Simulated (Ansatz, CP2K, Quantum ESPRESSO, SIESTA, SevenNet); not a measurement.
**Amorphous HfO2 at 7.99 g/cm³ (78 atoms): one relaxed cell, several methods**

What does relaxation change in amorphous HfO2 at 7.99 g/cm³ (78 atoms), and how far do other programs agree with plane waves on the relaxed cell?

These are calculated values.

## (1) The structure

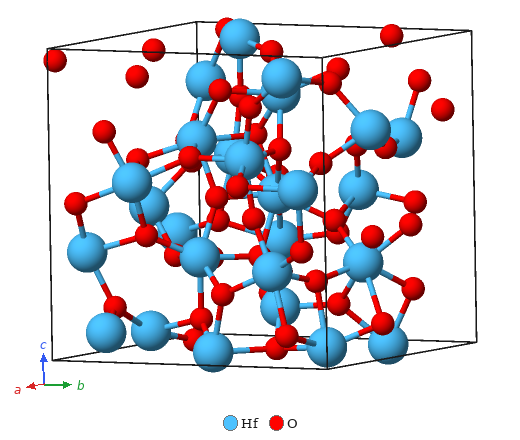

The cell (hafnium blue, oxygen red). Bonds to atoms that aren't drawn are left out.

The cell holds 78 atoms (26 Hf and 52 O), with edges of 10.44, 10.44 and 10.44 Å. Recipe: 78 atoms (26 Zr, 52 O) placed at random at 4.68 g/cm³, melted at 5000 K for 10 ps at fixed volume with the Morse and Coulomb pair potential with partial charges (Pedone, Malavasi, Menziani, Cormack and Segre, J. Phys. Chem. B 110, 11780 (2006)). Quenched from 5000 K to 300 K at 50 K/ps and fixed volume, held 5 ps, then minimised at fixed cell. Then Zr was replaced by Hf (the potential has no terms for the new elements, so the cell is a start for a DFT relaxation). Then the atoms were relaxed with SevenNet 0 in the fixed cell. Then the atoms were relaxed with CP2K double zeta, PBE.

## (2) The relaxation

CP2K double zeta (DZVP-MOLOPT-SR, GTH-PBE potentials, 480 Ry; k-points Γ) took 27 geometry steps and reached its thresholds. It started from the geometry that SevenNet 0 had relaxed.

The job ended after 13 min (8 threads of Arm Neoverse V2, shared host; peak memory 1.9 GiB).

|  | before | after |
| --- | --- | --- |
| energy (meV/atom) | 0 | -7.0 |
| Hf-O bonds under 2.82 Å | 151 at 2.147 Å | 149 at 2.131 Å |

Atoms moved by 0.09 Å r.m.s. and 0.28 Å at most, with the common shift taken off.

## (3) Structure of the relaxed cell

Density 7.99 g/cm³, 14.58 Å³ an atom.

Pair distribution functions g(r), in bins of 0.2 Å:

| r (Å) | total | O-O | O-Hf | Hf-Hf |
| --- | --- | --- | --- | --- |
| 1.80 | 0.04 | 0.00 | 0.10 | 0.00 |
| 2.00 | 2.88 | 0.00 | 6.48 | 0.00 |
| 2.20 | 1.66 | 0.00 | 3.73 | 0.00 |
| 2.40 | 0.29 | 0.11 | 0.54 | 0.00 |
| 2.60 | 0.68 | 1.33 | 0.19 | 0.00 |
| 2.80 | 1.11 | 2.32 | 0.17 | 0.00 |
| 3.00 | 1.35 | 2.78 | 0.26 | 0.00 |
| 3.20 | 1.18 | 1.96 | 0.39 | 1.15 |
| 3.40 | 0.81 | 0.88 | 0.32 | 2.55 |
| 3.60 | 0.80 | 0.49 | 0.72 | 2.36 |
| 3.80 | 1.02 | 0.60 | 0.94 | 3.04 |
| 4.00 | 1.04 | 0.77 | 1.19 | 1.52 |
| 4.20 | 0.93 | 0.92 | 1.04 | 0.53 |
| 4.40 | 0.95 | 0.57 | 1.35 | 0.83 |
| 4.60 | 1.10 | 0.69 | 1.65 | 0.57 |
| 4.80 | 1.07 | 0.86 | 1.49 | 0.29 |
| 5.00 | 0.99 | 0.91 | 1.18 | 0.54 |

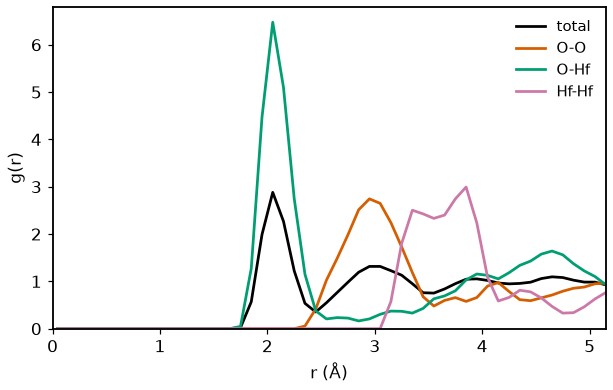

Pair distribution functions, lightly smoothed.

Bonds by pair of elements; cutoffs follow the first minimum of g(r), held within bounds set by covalent radii, and pairs that aren't listed don't count as bonded:

| pair A-B | cutoff (Å) | bonds | mean length (Å) | spread (Å) | shortest (Å) | B about A | A about B |
| --- | --- | --- | --- | --- | --- | --- | --- |
| O-Hf | 2.82 | 149 | 2.13 | 0.17 | 1.88 | 2.87 | 5.73 |

How many atoms have how many bonded neighbours:

| element | mean | 2 | 3 | 4 | 5 | 6 | 7 |
| --- | --- | --- | --- | --- | --- | --- | --- |
| Hf | 5.73 | 0 | 0 | 1 | 6 | 18 | 1 |
| O | 2.87 | 11 | 37 | 4 | 0 | 0 | 0 |

Bond angles (no mean is given where the spread exceeds 20°):

| angle | count | mean (°) | spread (°) |
| --- | --- | --- | --- |
| O-Hf-O | 357 | - | - |
| Hf-O-Hf | 146 | 118 | 18.3 |

Bond length by coordination (bonds to H left out):

| element | coordination | atoms | mean bond length (Å) |
| --- | --- | --- | --- |
| Hf | 4 | 1 | 2.00 |
| Hf | 5 | 6 | 2.07 |
| Hf | 6 | 18 | 2.15 |
| Hf | 7 | 1 | 2.21 |
| O | 2 | 11 | 1.98 |
| O | 3 | 37 | 2.14 |
| O | 4 | 4 | 2.27 |

For some of the pairs, g(r) has its first main peak near 2.9 Å (O-O) and 2.1 Å (O-Hf). Counting bonds as in the table, 69 % of Hf atoms have 6 and 71 % of O atoms have 3 bonded neighbours. Bonds at O atoms with 2 neighbours average 1.98 Å, against 2.27 Å at those with 4.

## (4) The plane-wave reference

Quantum ESPRESSO 7.5: Kohn-Sham DFT, PBE, SSSP efficiency 1.3.0 pseudopotentials, plane waves. Its input for the relaxed cell:

```
&control
  calculation = 'scf'
  pseudo_dir = './pseudo'
  outdir = './tmp'
  disk_io = 'none'
  tprnfor = .true.
  tstress = .true.
/
&system
  ibrav = 0
  nat = 78
  ntyp = 2
  ecutwfc = 60
  ecutrho = 480
  nosym = .true.
  occupations = 'smearing'
  smearing = 'fd'
  degauss = 0.003675
/
&electrons
  conv_thr = 3.9e-07
  electron_maxstep = 100
  mixing_beta = 0.4
  mixing_mode = 'plain'
  diagonalization = 'david'
/
ATOMIC_SPECIES
Hf 178.490 Hf.upf
O 15.999 O.upf
CELL_PARAMETERS angstrom
10.43840 0.00000 0.00000
0.00000 10.43840 0.00000
0.00000 0.00000 10.43840
ATOMIC_POSITIONS crystal
Hf 0.47034 0.53892 0.50426
Hf 0.60696 0.32421 0.68096
Hf 0.96248 0.17687 0.09035
[... 73 atom lines left out ...]
O 0.44502 0.45103 0.68930
O 0.93816 0.06147 0.49948
K_POINTS gamma
```

It took 1.8 min on 8 MPI ranks of Arm Neoverse V2, shared host; peak memory 4.1 GiB.

## (5) Side by side

CPU times are from a shared host and are rough.

```
                level                    basis or training data  k-points  own r.m.s. force (meV/Å)  difference from the reference (meV/Å)  pressure (GPa)  Kohn-Sham gap (eV)  CPU time  memory (GiB)
              QE, PBE   plane waves, SSSP efficiency, 60/480 Ry         Γ                       125                                      -           -3.04                3.99    14 min           4.1
CP2K triple zeta, PBE     TZV2P-UZH, GTH-PBE potentials, 600 Ry         Γ                        77                                    111           -6.03                4.02    12 min           7.0
      SIESTA DZP, PBE  DZP orbitals, shift 0.01 Ry, mesh 400 Ry         Γ                       243                                    144           -1.34                3.92   4.3 min           1.9
           SevenNet 0        trained on PBE(+U) plane-wave data         -                       167                                     82           -3.31                   -     7.1 s          0.87
```

The gap is the spacing of the highest filled and lowest empty Kohn-Sham level on the mesh; a dash marks partly filled levels, a spacing under 0.15 eV or a method without such levels.

## (6) Outcome

Relaxation in the fixed cell lowers the energy by 7 meV/atom at its own level and moves atoms by up to 0.28 Å. By the cutoffs of the final cell 1 bond formed and 3 were lost, leaving 149. The reference finds an r.m.s. force of 125 meV/Å there and a pressure of -3.04 GPa, at a geometry that CP2K double zeta made.

Forces differ from the reference's by 82 meV/Å (SevenNet 0), 111 meV/Å (CP2K triple zeta, PBE) and 144 meV/Å (SIESTA DZP, PBE). CP2K double zeta is at its own minimum here, so the reference's force is itself a measure of how the two differ. Pressures lie -0.3 GPa (SevenNet 0), -3.0 GPa (CP2K triple zeta, PBE) and +1.7 GPa (SIESTA DZP, PBE) from the reference's. The highest filled and lowest empty levels lie 3.99 eV apart in the reference, against 4.02 eV in CP2K triple zeta, PBE and 3.92 eV in SIESTA DZP, PBE. Counting bonds as in the table, 69 % of Hf atoms have 6 and 71 % of O atoms have 3 bonded neighbours.

**Limits.** The density was set by the recipe and held. One sample of a disordered cell; defect or tail levels can set the gap. Gaps are read on the mesh, which holds the band edges only if they fold onto it, and semilocal functionals tend to put them under measured ones. The quench rate of 50 K/ps is many orders above laboratory rates, so the cell is likely richer in defects and strain than a real sample. The reference samples only Γ, in a cell whose shortest periodic width is 10 Å. Spin–orbit coupling is left out, which matters for the levels of the heavy elements. The plane-wave runs aren't exact: their cutoffs and mesh weren't converged further here. SIESTA's automatically made basis is far from complete, and its potentials were converted by us (checked for H, C, O, Si, Ge and Ca alone). Where levels are smeared, the DFT runs use Fermi–Dirac occupations at 580 K (0.05 eV), and energies are free energies.

[Logs are printed without paths, hosts, clocks, repeated set-up lines and the standing remarks that a program may print on its own settings, such as how far it seeks lower states.]

[Hosts, paths, dates, database ids (printed as entryN), source tags and the programs' standing remarks are cut or masked in the printed files.]
